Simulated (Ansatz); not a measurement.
**ClF₂H₃Si₂···HF: density, localisation and related maps**

The calculation's input:

```
crystal:
  periodic: [false, false, false]
  atoms:
    - { symbol: Si, position_ang: [0.178336, 0.003329, -0.02058] }
    - { symbol: Cl, position_ang: [0.476816, 0.003161, 2.070769] }
    - { symbol: F, position_ang: [1.67248, -0.056109, -0.63125] }
    - { symbol: Si, position_ang: [-0.984635, 1.868194, -0.797942] }
    - { symbol: H, position_ang: [-2.293437, 1.413864, -1.327951] }
    - { symbol: H, position_ang: [-1.158813, 2.825635, 0.329803] }
    - { symbol: H, position_ang: [-0.185034, 2.509836, -1.883095] }
    - { symbol: F, position_ang: [-0.498237, -1.407295, -0.403246] }
    - { symbol: F, position_ang: [-2.395283, 0.132088, 1.057323] }
    - { symbol: H, position_ang: [-2.079494, -0.140103, 1.884269] }
basis:
  gaussian: { orbitals: def2-SVP }
hamiltonian:
  xc: r2scan
  dispersion: d4
relax:
  f_tol: 0.03
  max_steps: 50
output:
  orbitals: {}
```

Run with:

```sh
ansatz run input.yaml --threads 4 --pin off --max-ram 5120MiB --backend cpu --events-out ev --progress --plain --runs-dir out
```

The fields are those of the run's last geometry, not of the input's.

All numbers below come from Ansatz, RKS r2SCAN-D4/def2-SVP.

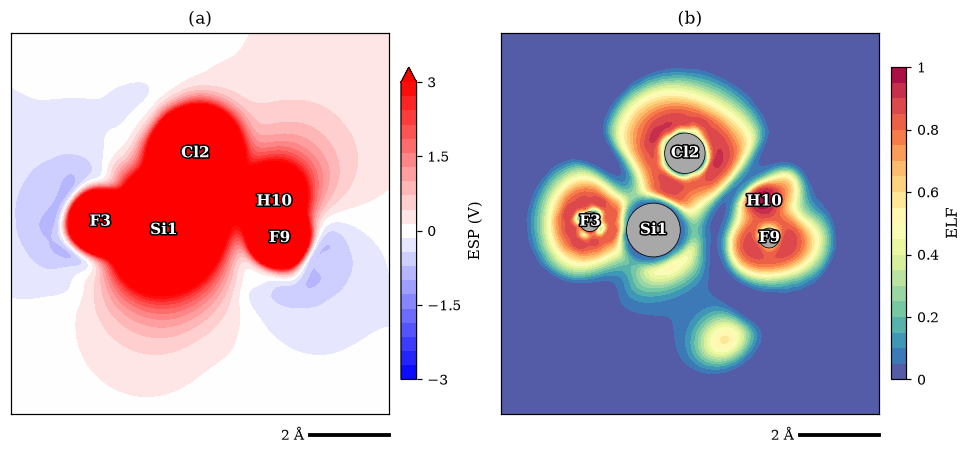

Figure 1. (a) electrostatic potential; (b) ELF on the plane of atoms Cl2, Si1 and F3. Grey discs cover the atomic cores in the ELF map.

> Interpret the plot.

The plane passes through Si, Cl, F and H nuclei. Cl2···H10 (2.31 Å): the ELF dips to about 0.10 between them; by its geometry a hydrogen bond between the two molecules, with no shared pair. Si–F (1.61 Å): the ELF peaks at about 0.85 in the valence shell of F, 0.6 Å from its nucleus, and is about 0.50 at the midpoint. Si–Cl (2.09 Å): the ELF peaks at about 0.90 between the atoms: a shared but strongly polarised pair. F–H (0.93 Å): the ELF climbs to about 1 towards the hydrogen, as it does in any bond to H: an ordinary covalent bond to hydrogen. The ELF also peaks beside F3, F9 and Cl2, away from the bonds: lone-pair regions. Outside the dense part of the complex the potential is most negative (−0.8 V) near F3.

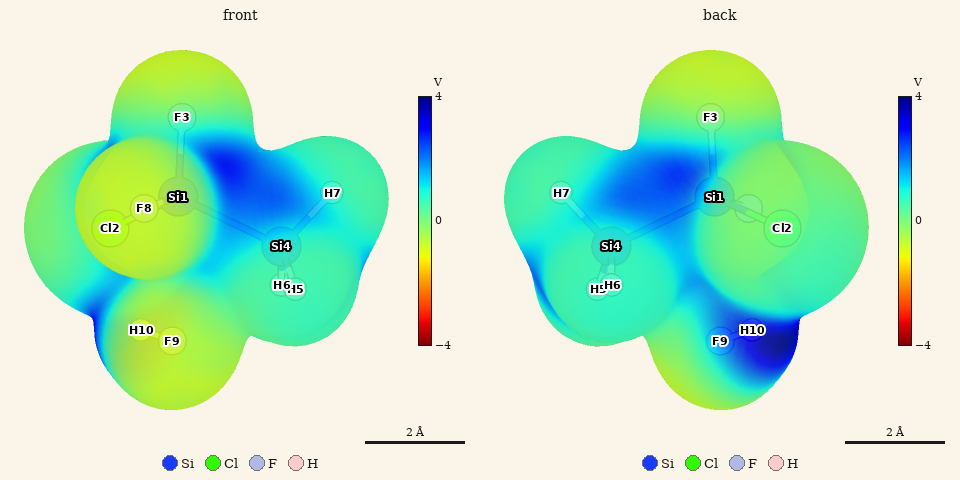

Figure 2. The molecular electrostatic potential painted on the density surface at 0.004 e/bohr³, seen from the front and from behind; red is negative and blue positive.

> Which sites attract a positive test charge, and which a negative one?

A positive charge is drawn to the negative regions and a negative charge to the positive ones. The most negative region (about −0.9 V) lies over F8 and F9, the most positive (about +3.6 V) over H10.

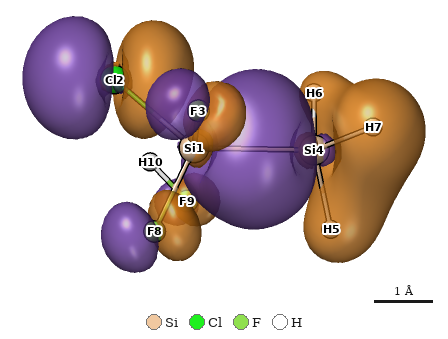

Figure 3. The HOMO at ±0.08 Å⁻³ᐟ² (orange and purple are the two phases), seen from one side.

> What is the character of this orbital?

By Hirshfeld shares it lies mainly on Si4 (about 30 %), Si1 (about 25 %) and Cl2 (about 25 %). Its energy is −8.18 eV.

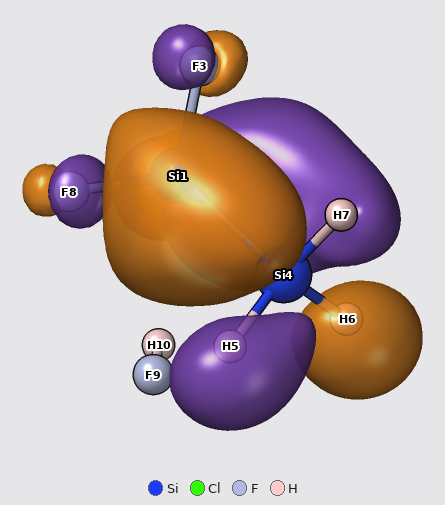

Figure 4. The LUMO at ±0.08 Å⁻³ᐟ² (orange and purple are the two phases), seen at an oblique angle.

> Describe this orbital and give its energy.

By Hirshfeld shares it lies mainly on Si1 (about 35 %), Si4 (about 35 %), Cl2 (about 10 %), H6 (about 5 %) and H5 (about 5 %). Its energy is −1.06 eV.
